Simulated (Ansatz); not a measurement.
```xyz
5

O    -0.5744    0.0946    1.6575
Ge    0.0039   -0.0104   -0.0124
F     1.3886   -0.9910   -0.0002
F    -1.1545   -0.6883   -1.0513
F     0.3863    1.5214   -0.6350
```

Geometry: PBE0-D4/def2-TZVP.

These are results of UKS PBE0-D4/def2-TZVPP (Ansatz), not measurements.

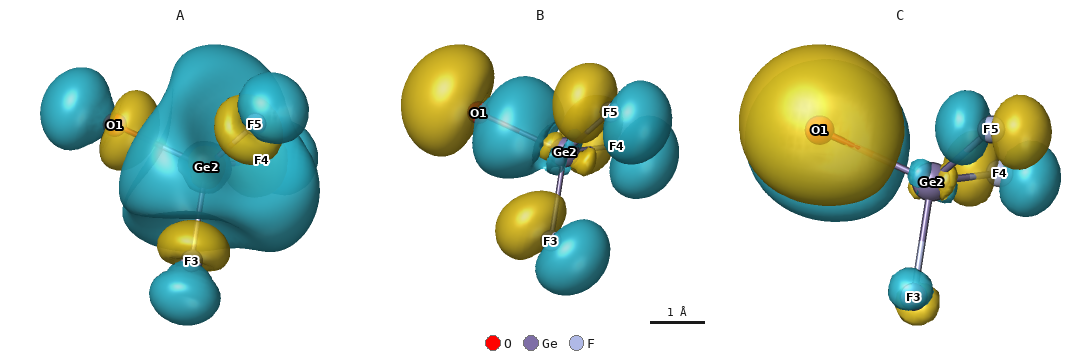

F₃GeO (SMILES [O][Ge]([F])([F])[F]) (doublet). Three frontier orbitals at ±0.08 Å⁻³ᐟ² (yellow and cyan are the two phases), in no order.

### Which picture is the HOMO−1, the HOMO and the LUMO? All are α orbitals.

B is the HOMO−1 (α) (−12.35 eV). By Hirshfeld shares it lies mainly on O1 (about 45 %), F4 (about 15 %), F5 (about 15 %), F3 (about 15 %) and Ge2 (about 10 %); largely a combination of lone pairs on O1, F4, F5 and F3. C is the HOMO (α) (−11.30 eV). Its weight (Hirshfeld) is mainly on O1 (about 85 %); largely a lone pair of O1. A is the LUMO (α) (−1.57 eV). By Hirshfeld shares it lies mainly on Ge2 (about 45 %), O1 (about 15 %), F4 (about 15 %), F5 (about 15 %) and F3 (about 10 %).

### What is the gap between the highest occupied and lowest empty α orbitals?

9.73 eV between the orbital energies.
